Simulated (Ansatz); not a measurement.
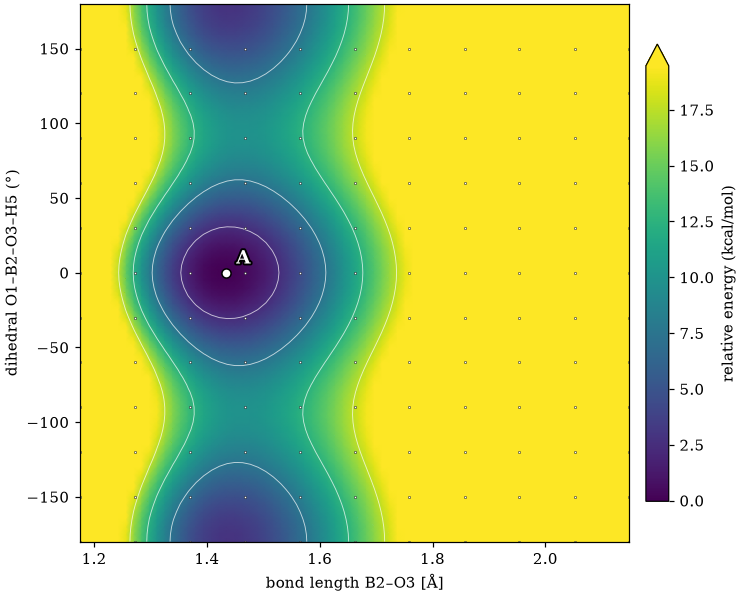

BFHO2, SMILES [O-]B(O)F, charge −1. First axis: bond length B2–O3. Second axis: dihedral O1–B2–O3–H5. Nothing is relaxed (all other coordinates rigid). Grid: 11 × 12 points; 77 points were computed and 55 follow by symmetry. All energies are given in kcal/mol relative to the relaxed molecule at the same level. The reference is spin-restricted, which grows unreliable where a bond is stretched far. Theory: Ansatz, RKS PBE0-D4/def2-TZVPD.

In the figure: a smooth colour map with a few white contour lines, dots at the grid points, one colour for all values above the top of the scale, the well A. Between grid points the surface is interpolated.

### Where is the minimum, and how stiff is the well along each coordinate? Take the well at A.

The interpolated minimum is at bond length B2–O3 ≈ 1.433 Å, dihedral O1–B2–O3–H5 ≈ 0°. The curvatures there are about 29 eV/Å² and 0.87 eV/rad², with a cross term of about 0 eV/(Å·rad). Round the minimum the two coordinates are nearly uncoupled. (1 eV is 23.1 kcal/mol.)
